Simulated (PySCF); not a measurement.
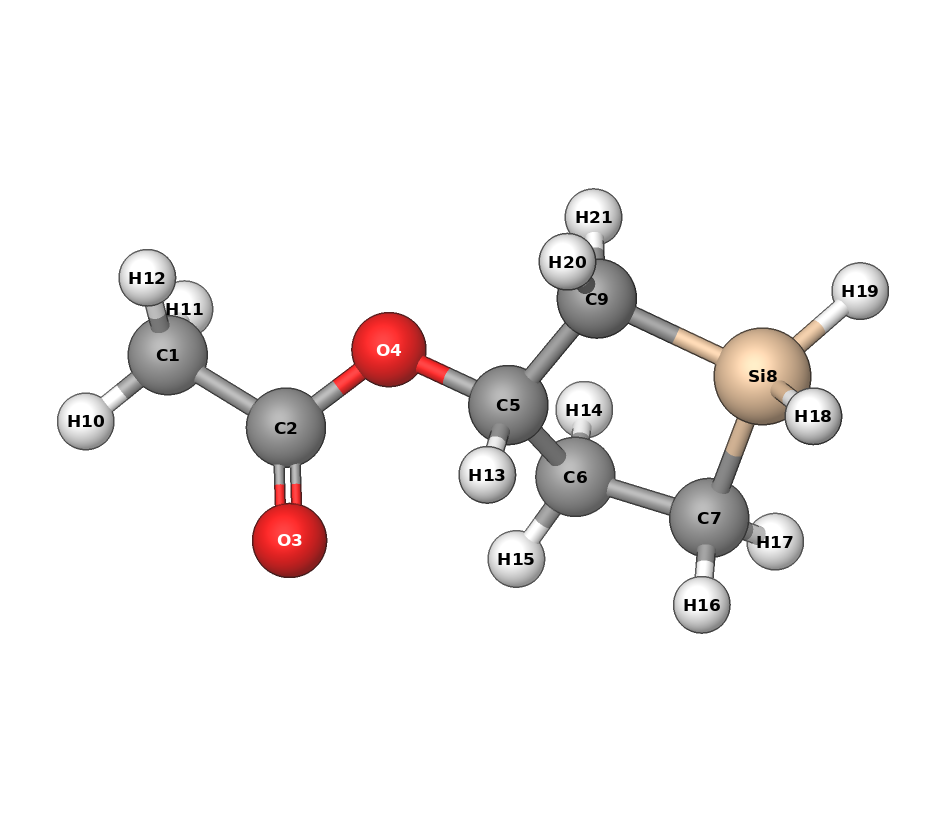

The computed structure is the end point of a PBE0-D3(BJ)/def2-SVP optimisation. No frequency run is at hand to confirm it as a minimum. Level of theory: delta-SCF UKS SCAN, pcX-2 on the ionised atom, pcseg-1 elsewhere, spin-free X2C (PySCF 2.14.0).

Give the core-electron binding energies (to vacuum; p and d levels without spin–orbit splitting) of C1 1s, C2 1s, O3 1s, O4 1s, C5 1s, C6 1s, C7 1s, Si8 1s, Si8 2p, C9 1s.

```tsv
atom	level	binding energy (eV)
C1	1s	291.2
C2	1s	294.3
O3	1s	537.4
O4	1s	539.0
C5	1s	292.1
C6	1s	290.6
C7	1s	290.1
Si8	1s	1846.2
Si8	2p	106.6
C9	1s	290.1
```
